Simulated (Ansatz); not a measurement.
## Fields on a plane of Se (trigonal-Se type, space group P3_121)

```xyz
3
Lattice="4.5294 0.0000 0.0000 -2.2647 3.9226 0.0000 0.0000 0.0000 5.0424" Properties=species:S:1:pos:R:3 pbc="T T T"
Se     0.9893     0.0000     4.2020
Se    -0.4946     0.8567     0.8404
Se     1.7701     3.0659     2.5212
```

The slice is a (-1 1 0 2) plane (indices of the conventional cell) through the point (0.000, 0.218, 0.167) (fractional), spanned by u = [110] and v = [1 -1 1] in vectors of this cell: u (4.53 Å) and v (9.33 Å, at 90° to u). It covers one period; positions are fractions (u, v).

Atoms on it: Se at (0.50, 0.70), 0.2 Å off the plane; Se at (0.00, 0.00). Other atoms lie within 1 Å of the plane.

Method: PBE (plane waves to 420 eV, PAW, scalar-relativistic; Ansatz, an electronic-structure program). k mesh 9×9×7. These are valence fields of a PAW run, semicore shells included where kept as valence: close to a nucleus they are smooth pseudo fields. Se was relaxed with its symmetry unable to fall. The PAW data are Ansatz's earlier set.

```
v \ u  0.00  0.10  0.20  0.30  0.40  0.50  0.60  0.70  0.80  0.90
-----  ----  ----  ----  ----  ----  ----  ----  ----  ----  ----
0.90   -0.2  -0.4  -0.8  -1.2  -1.4  -1.5  -1.4  -1.1  -0.6  -0.3
0.80   -1.5  -1.4  -1.1  -0.6  -0.3  -0.2  -0.4  -0.8  -1.2  -1.4
0.70   -1.7  -1.3  -0.8  -0.2   0.7   1.6   0.7  -0.2  -0.8  -1.4
0.60   -1.2  -0.9  -0.7  -0.5  -0.4  -0.3  -0.4  -0.7  -1.1  -1.4
0.50   -0.9  -0.6  -0.5  -0.7  -1.0  -1.3  -1.5  -1.7  -1.6  -1.3
0.40   -1.3  -1.2  -1.1  -1.3  -1.5  -1.7  -1.8  -1.8  -1.7  -1.5
0.30   -1.5  -1.7  -1.8  -1.7  -1.5  -1.2  -1.0  -0.9  -1.1  -1.3
0.20   -1.2  -1.4  -1.6  -1.6  -1.1  -0.6  -0.3  -0.2  -0.5  -0.8
0.10   -0.2  -0.3  -0.6  -1.1  -1.2  -1.0  -0.7  -0.5  -0.4  -0.3
0.00    1.8   0.9  -0.1  -0.8  -1.4  -1.6  -1.3  -0.7  -0.2   0.9
```

Values: log₁₀ of the valence density in e/Å³. The scale is logarithmic, as a density can span decades between atoms and voids.

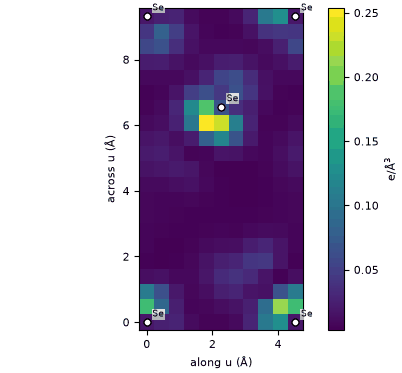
Fig. 1. Density of the lowest conduction band (whole band as if filled, smooth part) in e/Å³, one period of the plane, atoms marked.
